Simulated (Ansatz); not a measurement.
```yaml
crystal:
  lattice:
    - [6.38056, 0.00000, 0.00000]
    - [-3.19028, 5.52573, 0.00000]
    - [0.00000, 0.00000, 20.52753]
  atoms:
    - { symbol: V, position: [0.33333, 0.16667, 0.16667] }
    - { symbol: V, position: [0.00000, 0.50000, 0.50000] }
    - { symbol: V, position: [0.66667, 0.83333, 0.83333] }
    - { symbol: V, position: [0.83333, 0.16667, 0.16667] }
    - { symbol: V, position: [0.50000, 0.50000, 0.50000] }
    - { symbol: V, position: [0.16667, 0.83333, 0.83333] }
    - { symbol: V, position: [0.83333, 0.66667, 0.16667] }
    - { symbol: V, position: [0.50000, 0.00000, 0.50000] }
    - { symbol: V, position: [0.16667, 0.33333, 0.83333] }
    - { symbol: Mo, position: [0.33333, 0.66667, 0.16667] }
    - { symbol: Mo, position: [0.00000, 0.00000, 0.50000] }
    - { symbol: Mo, position: [0.66667, 0.33333, 0.83333] }
    - { symbol: S, position: [0.50385, 0.49615, 0.23991] }
    - { symbol: S, position: [0.17052, 0.82948, 0.57324] }
    - { symbol: S, position: [0.83719, 0.16281, 0.90658] }
    - { symbol: S, position: [0.50385, 0.00771, 0.23991] }
    - { symbol: S, position: [0.17052, 0.34104, 0.57324] }
    - { symbol: S, position: [0.83719, 0.67437, 0.90658] }
    - { symbol: S, position: [0.99229, 0.49615, 0.23991] }
    - { symbol: S, position: [0.65896, 0.82948, 0.57324] }
    - { symbol: S, position: [0.32563, 0.16281, 0.90658] }
    - { symbol: S, position: [0.00000, 0.00000, 0.23799] }
    - { symbol: S, position: [0.66667, 0.33333, 0.57133] }
    - { symbol: S, position: [0.33333, 0.66667, 0.90466] }
    - { symbol: S, position: [0.16281, 0.83719, 0.09342] }
    - { symbol: S, position: [0.82948, 0.17052, 0.42676] }
    - { symbol: S, position: [0.49615, 0.50385, 0.76009] }
    - { symbol: S, position: [0.16281, 0.32563, 0.09342] }
    - { symbol: S, position: [0.82948, 0.65896, 0.42676] }
    - { symbol: S, position: [0.49615, 0.99229, 0.76009] }
    - { symbol: S, position: [0.67437, 0.83719, 0.09342] }
    - { symbol: S, position: [0.34104, 0.17052, 0.42676] }
    - { symbol: S, position: [0.00771, 0.50385, 0.76009] }
    - { symbol: S, position: [0.66667, 0.33333, 0.09534] }
    - { symbol: S, position: [0.33333, 0.66667, 0.42867] }
    - { symbol: S, position: [0.00000, 0.00000, 0.76201] }
```

Space group R-3m; a structure generated by program, which may or may not match a known phase; spin-polarised.

Theory: DFT PBE, scalar-relativistic, plane waves, PAW (Ansatz).

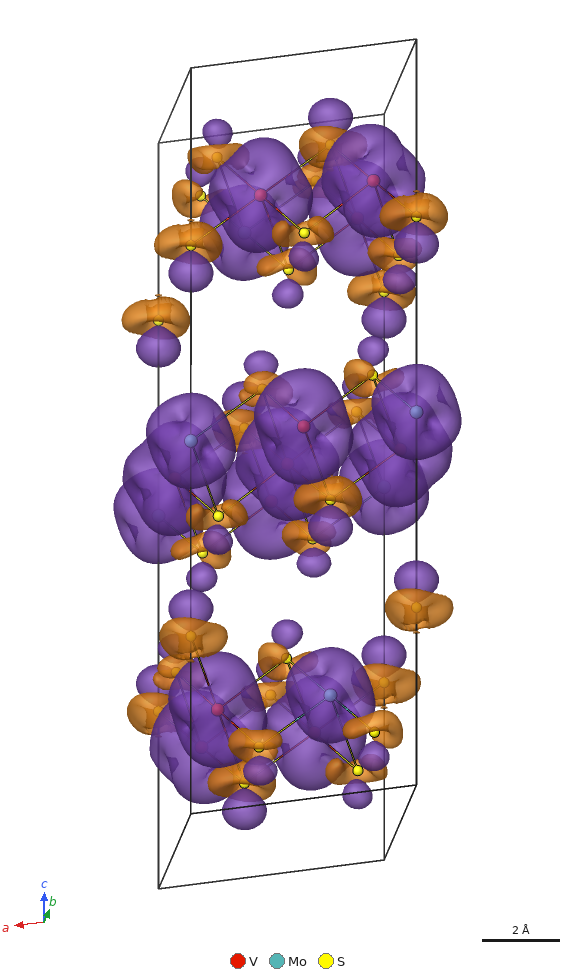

V$_{3}$MoS$_{8}$. Isosurfaces of the magnetisation density (up minus down) at +0.006 (orange) and −0.006 e/Å³ (purple), seen at an oblique angle. Sticks mark near contacts.

In a PAW calculation such maps are meaningful between the atoms, not at the nuclei.

### Describe the spin distribution.

The spin density sits on V: −0.3 μB (×9) in one cell of 36 atoms, with smaller moments on other sites: Mo (up to −0.09 μB): parallel main moments (a ferromagnetic arrangement) in this solution. The cell of the calculation (12 atoms) carries 1.3 μB of net spin moment.
